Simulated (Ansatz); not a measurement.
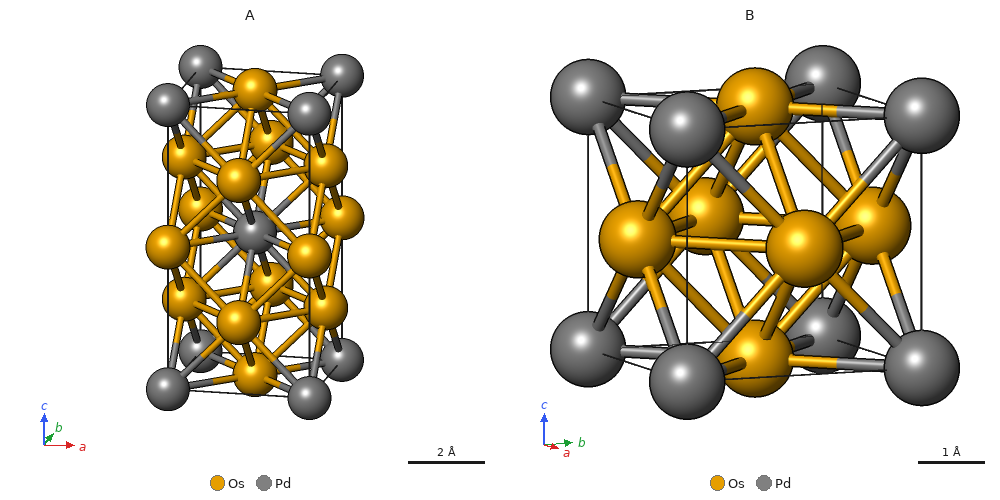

Two structures of Os3Pd, each relaxed to rest (conventional cells in solid outline, small ones repeated, not to one scale). Method: DFT PBE, scalar-relativistic, plane waves, PAW in Ansatz 0.2.0, without spin polarisation.

**Describe A and B.**

A: 8 atoms a cell on a body-centred tetragonal lattice, I4/mmm. B: Cu₃Au (L1₂) type, Pm-3m.

**What is the energy order of the two?**

A is lower, by 29 meV/atom at this level of theory (energies at zero smearing). Volumes: A 14.4, B 14.4 Å³/atom.

One or both may be structure types tried for this composition rather than known phases.
